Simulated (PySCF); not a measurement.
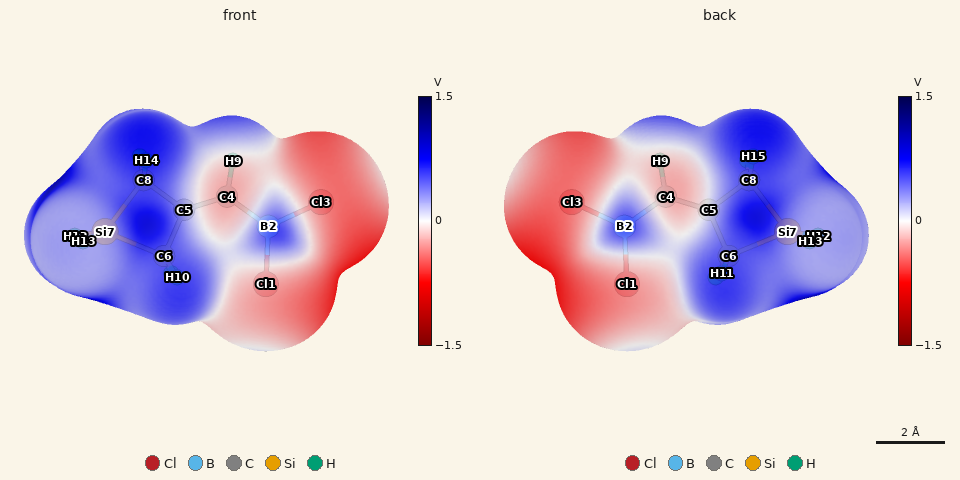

The picture shows: C4H7BCl2Si. The electrostatic potential painted on the density surface at 0.001 e/bohr³, seen from the front and from behind; the colour scale runs from red (negative) to blue (positive).

Geometry: GFN2-xTB.

Method: PySCF 2.14.0, wB97X-D/def2-SVPD, SCF density, gas phase.

```xyz
15

Cl   -2.5055    2.0054    0.2896
B    -2.6304    0.2893    0.1314
Cl   -4.2288   -0.3838    0.1487
C    -1.4187   -0.6346   -0.0194
C    -0.1233   -0.2843   -0.0515
C     0.5152    1.0716    0.0475
Si    2.2581    0.2911   -0.1152
C     1.0591   -1.2037   -0.2005
H    -1.6218   -1.6975   -0.1116
H     0.2731    1.5730    0.9833
H     0.1867    1.7401   -0.7468
H     2.9881    0.5905   -1.3449
H     3.1085    0.3553    1.0711
H     1.1110   -1.9368    0.6034
H     1.0242   -1.7678   -1.1317
```

### Where is the surface potential most negative and most positive?

The most negative region (about −0.7 V, or −16 kcal/mol for a unit charge) lies over Cl1 and Cl3, the most positive (about +1.0 V, or +23 kcal/mol for a unit charge) over Si7.
